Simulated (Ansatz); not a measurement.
Nudged elastic band of BP2H3

BP2H3, computed with RKS PBE-D4/def2-SVP (Ansatz 0.2.0).

It belongs to a series of runs on one base structure; here: band between the two ends. Figures and captions count atoms from 1; the log counts them from 0 in places.

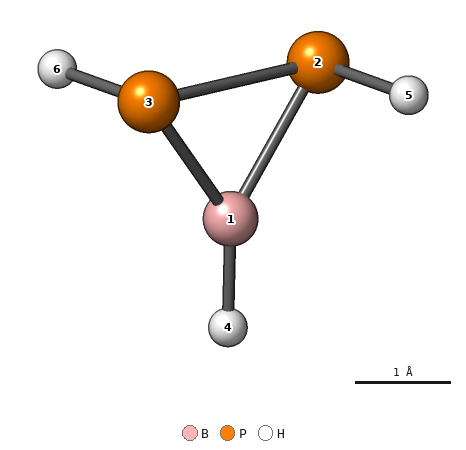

Figure 1. The structure as given in the input (ball-and-stick view, seen at a tilt; atoms are numbered from 1 in the order of the input).

Summary

| quantity | value |
| --- | --- |
| outcome | converged |
| barrier, forward | 0.554 eV |
| barrier, backward | 0.728 eV |
| hardware | 1 thread of Arm Neoverse V2, 128 GiB of memory available, shared host |
| wall time | 1.8 min |
| peak memory | 0.11 GiB |

The order of the saddle point was not checked.

The input
```yaml
crystal:
  periodic: [false, false, false]
  atoms:
    - { symbol: B, position_ang: [-0.640792, -0.351807, -0.351203] }
    - { symbol: P, position_ang: [0.697656, 0.968418, -0.626553] }
    - { symbol: P, position_ang: [0.449968, -0.395231, 1.202978] }
    - { symbol: H, position_ang: [-1.613531, -0.852652, -0.858305] }
    - { symbol: H, position_ang: [1.558937, 0.018501, -1.291894] }
    - { symbol: H, position_ang: [-0.410239, 0.548772, 1.878876] }
basis:
  gaussian: { orbitals: def2-SVP }
hamiltonian:
  xc: pbe
  dispersion: d4
neb:
  order_check: false
  images: 7
  f_tol: 0.05
  max_iterations: 60
  final_atoms:
    - { symbol: B, position_ang: [-0.841563, -0.79166732, -0.25748144] }
    - { symbol: P, position_ang: [0.46948322, 0.52959145, 0.07228354] }
    - { symbol: P, position_ang: [0.34322263, -1.43780445, 0.94365197] }
    - { symbol: H, position_ang: [-1.8314204, -0.92458867, -0.9307981] }
    - { symbol: H, position_ang: [1.5731055, 0.87098924, -0.77073869] }
    - { symbol: H, position_ang: [0.32917105, 1.68948074, 0.89698173] }
  initial_path:
    images:
      - { positions_ang: [[-0.640792, -0.351807, -0.351203], [0.697656, 0.968418, -0.626553], [0.449968, -0.395231, 1.202978], [-1.613531, -0.852652, -0.858305], [1.558937, 0.018501, -1.291894], [-0.410239, 0.548772, 1.878876]] }
      - { positions_ang: [[-0.67532498, -0.40084116, -0.35569784], [0.66976546, 0.95219044, -0.51113464], [0.44713543, -0.46141622, 1.1874322], [-1.63132993, -0.8685845, -0.88497705], [1.543476, 0.06910432, -1.24166164], [-0.31172298, 0.64554813, 1.75993798]] }
      - { positions_ang: [[-0.70985797, -0.44987533, -0.36019269], [0.64187492, 0.93596288, -0.39571628], [0.44430286, -0.52760145, 1.1718864], [-1.64912886, -0.88451701, -0.9116491], [1.528015, 0.11970764, -1.19142928], [-0.21320696, 0.74232427, 1.64099995]] }
      - { positions_ang: [[-0.74439095, -0.49890949, -0.36468753], [0.61398438, 0.91973532, -0.28029792], [0.44147029, -0.59378667, 1.15634061], [-1.66692778, -0.90044951, -0.93832115], [1.512554, 0.17031096, -1.14119693], [-0.11469094, 0.8391004, 1.52206193]] }
      - { positions_ang: [[-0.77892393, -0.54794366, -0.36918238], [0.58609384, 0.90350776, -0.16487957], [0.43863772, -0.6599719, 1.14079481], [-1.68472671, -0.91638202, -0.9649932], [1.497093, 0.22091428, -1.09096457], [-0.01617492, 0.93587654, 1.4031239]] }
      - { positions_ang: [[-0.7945837, -0.60887457, -0.34125714], [0.55694119, 0.81002868, -0.10558879], [0.41478395, -0.85443004, 1.0915091], [-1.72140013, -0.91843368, -0.95644443], [1.51609612, 0.38343302, -1.0109081], [0.07016157, 1.12427759, 1.27658836]] }
      - { positions_ang: [[-0.81024347, -0.66980549, -0.31333191], [0.52778853, 0.7165496, -0.04629801], [0.39093017, -1.04888818, 1.04222339], [-1.75807355, -0.92048534, -0.94789565], [1.53509925, 0.54595176, -0.93085163], [0.15649806, 1.31267864, 1.15005282]] }
      - { positions_ang: [[-0.82590323, -0.7307364, -0.28540667], [0.49863588, 0.62307052, 0.01299276], [0.3670764, -1.24334631, 0.99293768], [-1.79474697, -0.922537, -0.93934687], [1.55410237, 0.7084705, -0.85079516], [0.24283456, 1.50107969, 1.02351727]] }
      - { positions_ang: [[-0.841563, -0.79166732, -0.25748144], [0.46948322, 0.52959145, 0.07228354], [0.34322263, -1.43780445, 0.94365197], [-1.8314204, -0.92458867, -0.9307981], [1.5731055, 0.87098924, -0.77073869], [0.32917105, 1.68948074, 0.89698173]] }
```

Launched with:
```bash
ansatz run input.yaml --threads 1 --pin off --max-ram 2048MiB --backend cpu --events-out ev --progress --plain --runs-dir out
```

Output
```
Engine: ansatz 0.2.0, aarch64-unknown-linux-gnu
Functional definition: PBE
  parameter kappa = 0.804
  parameter beta = 0.06672455060314922
  exchange = pbe_x(kappa = kappa, mu = beta*pi^2/3)
  correlation = pbe_c(beta = beta)
742 factors; their error is unknown
mean field evaluation 1: about -19283.2537 eV, gradient 2.4e1 eV
mean field evaluation 2: about -19279.4331 eV, gradient 3.9e1 eV
mean field evaluation 4: about -19285.4157 eV, gradient 1.7e0 eV
mean field evaluation 8: about -19285.4099 eV, gradient 4.4e-2 eV
mean field -19285.40991222 eV, -708.7257421537 hartree, gradient 1.3e-5 eV, S^2 0.000000; 0 other end points of the search recorded, 0 dependent functions left out
the calculation of the forces begins
reference -19285.40993977 eV, -708.7257431660 hartree; 19, 19 occupied and 46, 46 virtual orbitals, 742 factors
742 factors; their error is unknown
mean field evaluation 16: about -19281.0076 eV, gradient 3.6e1 eV
mean field -19285.58090050 eV, -708.7320258570 hartree, gradient 5.4e-5 eV, S^2 0.000000; 0 other end points of the search recorded, 0 dependent functions left out
[... from here on the field's lines of each further geometry are left out, up to the last ...]
NEB iter   1: max|band force component| = 5.003e0 eV/Å  barrier→ = 2.6666 eV  barrier← = 2.8407 eV  Δτ_max = 0.2000 Å  (243 SCF iters)
NEB iter   2: max|band force component| = 1.706e0 eV/Å  barrier→ = 1.4442 eV  barrier← = 1.6183 eV  Δτ_max = 0.2000 Å  (206 SCF iters)
NEB iter   3: max|band force component| = 9.529e-1 eV/Å  barrier→ = 0.8721 eV  barrier← = 1.0461 eV  Δτ_max = 0.1991 Å  (198 SCF iters)
NEB iter   4: max|band force component| = 1.009e0 eV/Å  barrier→ = 0.6189 eV  barrier← = 0.7929 eV  Δτ_max = 0.0991 Å  (203 SCF iters)
NEB iter   5: max|band force component| = 5.153e-1 eV/Å  barrier→ = 0.5597 eV  barrier← = 0.7337 eV  Δτ_max = 0.1018 Å  (193 SCF iters)
NEB iter   6: max|band force component| = 3.232e-1 eV/Å  barrier→ = 0.5211 eV  barrier← = 0.6951 eV  CI = image 4  Δτ_max = 0.0996 Å  (188 SCF iters)
NEB iter   7: max|band force component| = 3.877e-1 eV/Å  barrier→ = 0.5598 eV  barrier← = 0.7339 eV  CI = image 4  Δτ_max = 0.0889 Å  (181 SCF iters)
NEB iter   8: max|band force component| = 3.254e-1 eV/Å  barrier→ = 0.5608 eV  barrier← = 0.7348 eV  CI = image 4  Δτ_max = 0.0268 Å  (184 SCF iters)
NEB iter   9: max|band force component| = 1.009e-1 eV/Å  barrier→ = 0.5545 eV  barrier← = 0.7286 eV  CI = image 4  Δτ_max = 0.0106 Å  (173 SCF iters)
NEB iter  10: max|band force component| = 5.676e-2 eV/Å  barrier→ = 0.5540 eV  barrier← = 0.7281 eV  CI = image 4  Δτ_max = 0.0072 Å  (167 SCF iters)
the calculation of the forces begins
reference -19285.33571507 eV, -708.7230154587 hartree; 19, 19 occupied and 46, 46 virtual orbitals, 742 factors
742 factors; their error is unknown
mean field evaluation 672: about -19284.8557 eV, gradient 1.2e-4 eV
mean field -19284.85570205 eV, -708.7053753056 hartree, gradient 2.3e-5 eV, S^2 0.000000; 1 other end points of the search recorded, 0 dependent functions left out
the calculation of the forces begins
reference -19284.85572897 eV, -708.7053762950 hartree; 19, 19 occupied and 46, 46 virtual orbitals, 742 factors
NEB iter  11: max|band force component| = 1.816e-2 eV/Å  barrier→ = 0.5538 eV  barrier← = 0.7279 eV  CI = image 4  Δτ_max = 0.0000 Å  (345 SCF iters)
```

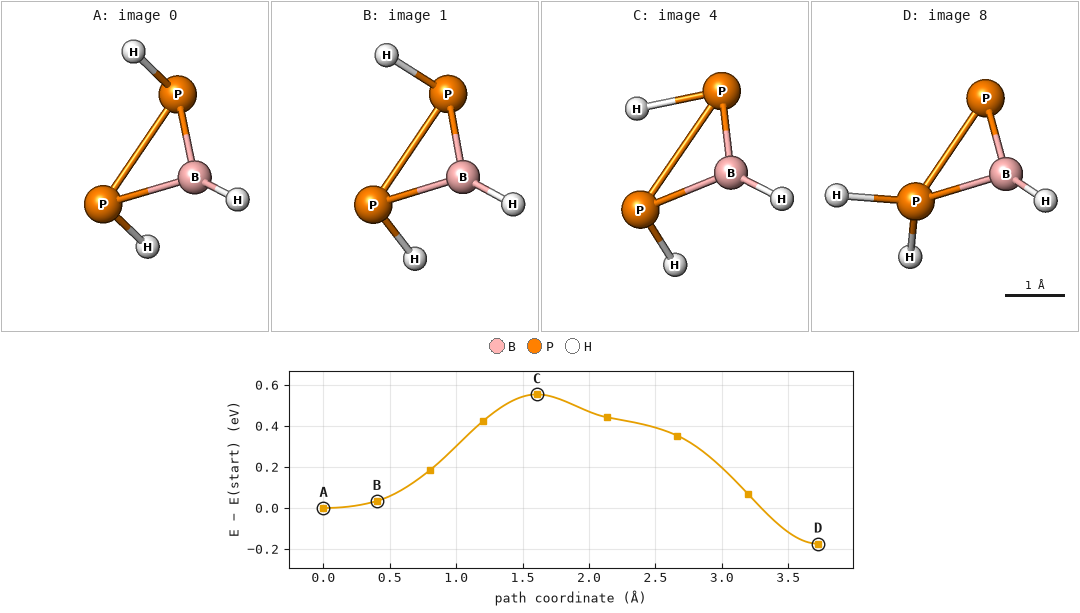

Figure 2. Images of the last band (counted from 0; ball-and-stick, seen at a tilt) above the energy along the path; the line is a cubic interpolation that uses the forces. The highest image is number 4, 0.554 eV above the start and 0.728 eV above the end (the climbing image); the end lies 0.174 eV below the start. The path is 3.72 Å long. The band converged in 11 iterations.

```
Total energy: -19284.99780009 eV, -708.7105973124 hartree
Atom 0 at    -0.812814    -0.426022    -0.273297 Å, force     0.010184     0.002327    -0.000018 eV/Å
Atom 1 at     0.411499     1.011873    -0.385776 Å, force     0.005020     0.000021     0.015024 eV/Å
Atom 2 at    -0.093985    -0.666457     1.372323 Å, force     0.002199     0.007873     0.002201 eV/Å
Atom 3 at    -1.468899    -1.094763    -1.026788 Å, force    -0.013348    -0.009123    -0.007093 eV/Å
Atom 4 at     1.476143     0.384781    -1.163067 Å, force    -0.000067     0.000814    -0.004938 eV/Å
Atom 5 at     0.530055     0.726588     1.430505 Å, force    -0.003989    -0.001912    -0.005177 eV/Å
Dipole moment:     0.122742     0.081919    -0.093356 e Å
this run last wrote the band of iteration 11 to [file]
```

The last band as extended XYZ (Å, eV, eV/Å)
```
6
Properties=species:S:1:pos:R:3:forces:R:3 image=0 energy=-19285.55161
B    -0.6408   -0.3518   -0.3512    0.0014   0.0041  -0.0009
P     0.6977    0.9684   -0.6266   -0.0010   0.0177   0.0028
P     0.4500   -0.3952    1.2030    0.0048  -0.0120   0.0045
H    -1.6135   -0.8527   -0.8583   -0.0053  -0.0073  -0.0019
H     1.5589    0.0185   -1.2919    0.0044  -0.0093  -0.0066
H    -0.4102    0.5488    1.8789   -0.0044   0.0067   0.0022
6
Properties=species:S:1:pos:R:3:forces:R:3 image=1 energy=-19285.51769
B    -0.6976   -0.3261   -0.3448    0.0332  -0.0054   0.0021
P     0.6943    0.9284   -0.5207    0.0234   0.0107  -0.0298
P     0.3016   -0.4770    1.2702    0.1114   0.0404  -0.0293
H    -1.5030   -0.9480   -0.9934   -0.0368   0.0417   0.0253
H     1.4749    0.0645   -1.3753   -0.0038  -0.0451  -0.0049
H    -0.2283    0.6943    1.9179   -0.1274  -0.0424   0.0366
6
Properties=species:S:1:pos:R:3:forces:R:3 image=2 energy=-19285.36659
B    -0.7613   -0.3182   -0.3372    0.0492   0.0438  -0.0252
P     0.6393    0.9109   -0.4662    0.1150  -0.0532  -0.0331
P     0.1015   -0.5568    1.3221    0.2532   0.0617  -0.0635
H    -1.4397   -1.0350   -1.0327   -0.0266   0.0557   0.0187
H     1.4667    0.1612   -1.3809   -0.0554  -0.1032  -0.1537
H     0.0356    0.7738    1.8489   -0.3354  -0.0048   0.2567
6
Properties=species:S:1:pos:R:3:forces:R:3 image=3 energy=-19285.12615
B    -0.7965   -0.3498   -0.3098    0.0289   0.0882  -0.0316
P     0.5369    0.9564   -0.4398    0.1286  -0.0541  -0.0472
P    -0.0457   -0.6139    1.3603    0.1447   0.0321  -0.0411
H    -1.4338   -1.0818   -1.0268    0.0306   0.0079   0.0233
H     1.4770    0.2644   -1.2980   -0.0580  -0.0843  -0.2396
H     0.3041    0.7608    1.6680   -0.2749   0.0101   0.3362
6
Properties=species:S:1:pos:R:3:forces:R:3 image=4 energy=-19284.99777
B    -0.8128   -0.4260   -0.2733    0.0102   0.0023   0.0000
P     0.4115    1.0119   -0.3858    0.0050   0.0000   0.0150
P    -0.0940   -0.6665    1.3723    0.0022   0.0079   0.0022
H    -1.4689   -1.0948   -1.0268   -0.0133  -0.0091  -0.0071
H     1.4761    0.3848   -1.1631   -0.0001   0.0008  -0.0049
H     0.5301    0.7266    1.4305   -0.0040  -0.0019  -0.0052
6
Properties=species:S:1:pos:R:3:forces:R:3 image=5 energy=-19285.10939
B    -0.8145   -0.6205   -0.2218    0.0081  -0.0274   0.0062
P     0.2502    1.0287   -0.2832   -0.0235  -0.0100   0.0312
P    -0.0523   -0.8405    1.3512   -0.0205  -0.0340   0.0026
H    -1.5213   -1.0674   -1.0847   -0.0297   0.0056  -0.0141
H     1.4581    0.5788   -0.9549    0.0144   0.0153   0.0666
H     0.7218    0.8570    1.1473    0.0512   0.0505  -0.0925
6
Properties=species:S:1:pos:R:3:forces:R:3 image=6 energy=-19285.19886
B    -0.8512   -0.7918   -0.1999   -0.0391  -0.0786   0.0174
P     0.2097    0.9212   -0.2067    0.0183  -0.0770   0.0216
P     0.1133   -1.0899    1.2127    0.0431  -0.1097  -0.0593
H    -1.6063   -1.0233   -1.1061   -0.0709   0.0500  -0.0135
H     1.4813    0.6987   -0.8526    0.0547  -0.0045   0.0677
H     0.6953    1.2211    1.1066   -0.0061   0.2198  -0.0340
6
Properties=species:S:1:pos:R:3:forces:R:3 image=7 energy=-19285.48143
B    -0.8861   -0.8432   -0.2239   -0.0810  -0.0359  -0.0319
P     0.3066    0.7041   -0.0648    0.1936  -0.3233   0.1638
P     0.2688   -1.2440    1.0469    0.1128  -0.1733  -0.1778
H    -1.7341   -1.0093   -1.0571   -0.1894   0.0504   0.0491
H     1.5250    0.8022   -0.8085    0.1372   0.0327   0.0887
H     0.5619    1.5263    1.0612   -0.1732   0.4494  -0.0918
6
Properties=species:S:1:pos:R:3:forces:R:3 image=8 energy=-19285.72568
B    -0.8416   -0.7917   -0.2575   -0.0063  -0.0046  -0.0020
P     0.4695    0.5296    0.0723    0.0010   0.0005  -0.0006
P     0.3432   -1.4378    0.9437    0.0001  -0.0026   0.0012
H    -1.8314   -0.9246   -0.9308    0.0010  -0.0001   0.0008
H     1.5731    0.8710   -0.7707    0.0037   0.0024  -0.0016
H     0.3292    1.6895    0.8970    0.0006   0.0044   0.0021
```
